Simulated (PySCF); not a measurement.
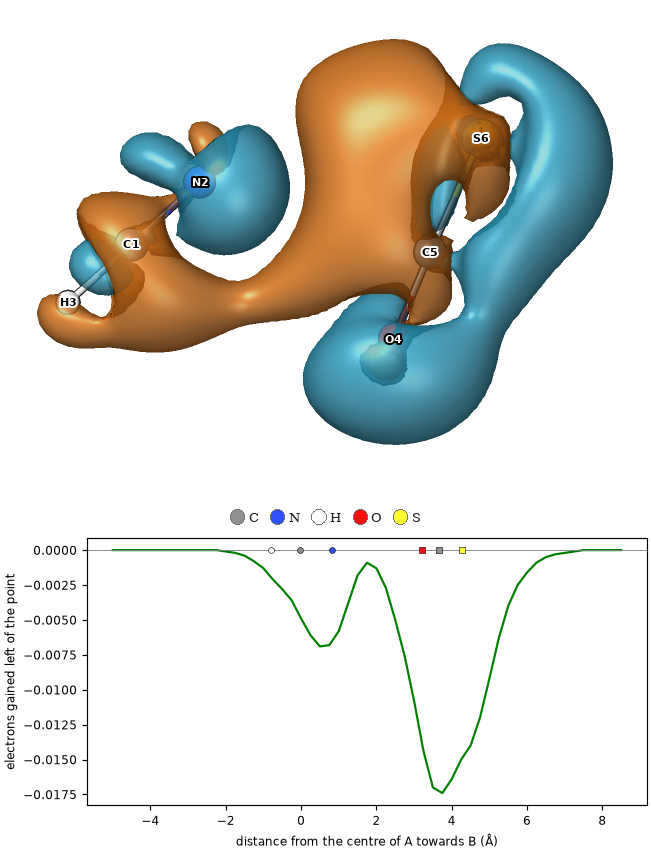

Figure 1: C$_{2}$HNOS, SMILES `C#N.O=C=S`. Density of the complex less the densities of the two fragments at the same geometry, ±0.0008 e/Å³ (light blue: gain, orange: loss). Fragment A: HCN (atoms 1–3); fragment B: CSO. Below: the charge-displacement curve along the line of centres (A on the left).

PySCF calculation, PBE/6-311+G**, gas phase; geometry: GFN2-xTB. GFN2-xTB bond lengths at metals and heavier atoms can be off by up to 0.1 Å and shapes distorted, which carries into these values.

The calculation's input:

```python
import numpy as np
from pyscf import gto, scf, dft
from pyscf.scf import atom_ks, atom_hf
from scipy.linalg import block_diag
from pyscf.dispersion import dftd3

def solve(mol, dm0=None, hcore=None):
    mf = (dft.UKS if mol.spin else dft.RKS)(mol, xc='pbe')
    mf.grids.level = 3
    mf = mf.density_fit(auxbasis='def2-universal-jkfit')
    mf.conv_tol, mf.max_cycle = 1e-8, 80
    if hcore is not None:
        mf.get_hcore = lambda *args: hcore
    mf.kernel(dm0)
    if not mf.converged:
        mf = mf.newton().run(mf.mo_coeff, mf.mo_occ, max_cycle=30)
    assert mf.converged, 'SCF not converged'
    return mf

mol = gto.M(atom='''
C      2.78612     0.20075    -0.00835
N      1.81070     0.78597     0.01357
H      3.69340    -0.34344    -0.02841
O     -0.15231    -1.58134     0.00324
C     -0.80045    -0.62483     0.00091
S     -1.69149     0.62730    -0.00299
''', basis='6-311+g**', charge=0, spin=0, verbose=4)
mol_a = gto.M(atom='''
C      2.78612     0.20075    -0.00835
N      1.81070     0.78597     0.01357
H      3.69340    -0.34344    -0.02841
ghost-O     -0.15231    -1.58134     0.00324
ghost-C     -0.80045    -0.62483     0.00091
ghost-S     -1.69149     0.62730    -0.00299
''', basis='6-311+g**', charge=0, spin=0, verbose=4)
mol_b = gto.M(atom='''
ghost-C      2.78612     0.20075    -0.00835
ghost-N      1.81070     0.78597     0.01357
ghost-H      3.69340    -0.34344    -0.02841
O     -0.15231    -1.58134     0.00324
C     -0.80045    -0.62483     0.00091
S     -1.69149     0.62730    -0.00299
''', basis='6-311+g**', charge=0, spin=0, verbose=4)
ab, a, b = solve(mol), solve(mol_a), solve(mol_b)
e_int = ab.e_tot - a.e_tot - b.e_tot
print('counterpoise-corrected interaction energy / kcal/mol', e_int * 627.5095)
def disp(atoms, charge):
    m = gto.M(atom=atoms, charge=charge, basis='sto-3g', spin=None, unit='Bohr', verbose=0)
    return dftd3.DFTD3Dispersion(m, xc='pbe', version='d3bj').get_dispersion()['energy']
e_disp = disp(mol._atom, mol.charge) - disp(mol._atom[:3], mol_a.charge) - disp(mol._atom[3:], mol_b.charge)
print('D3(BJ) part / kcal/mol', e_disp * 627.5095)
# spherically averaged free atoms, for the promolecule
atm = atom_ks.get_atm_nrks(mol, xc='pbe')
pro = block_diag(*[(atm[a[0]][2] * atm[a[0]][3]) @ atm[a[0]][2].T for a in mol._atom])
np.savez('result.npz', e_int=e_int, e_disp=e_disp, dm_a=a.make_rdm1(), dm_b=b.make_rdm1(), c=ab.mo_coeff, occ=ab.mo_occ, eps=ab.mo_energy, pro=pro, d=[f.dip_moment(verbose=0) for f in (ab, a, b)])
```

Run with:

```sh
OMP_NUM_THREADS=1 python input.py
```

The run took 45 s on 1 thread of Arm Neoverse V1 (shared host), peak memory 0.46 GiB.

Partitions, critical points and surface values were worked out afterwards from this run's density.

Question: Which way does charge flow?

Answer: Hirshfeld charges show almost no net transfer (under 0.005 e). By Hirshfeld charges, electrons gather most on O4 (−0.010 e) and leave C1 most (+0.006 e); 0.04 e is displaced in all, which induces a dipole of 0.27 D.

Question: What is the interaction energy, and which contacts carry it?

Answer: The counterpoise-corrected interaction energy of the frozen fragments is +0.1 kcal/mol without dispersion correction and −0.9 kcal/mol with D3(BJ). The pair geometry is semi-empirical, not a minimum at this level. Contacts: N2···C5, 2.97 Å, ρ = 0.009 a.u. The pose is a local one from a semi-empirical search, not shown to be the most stable.
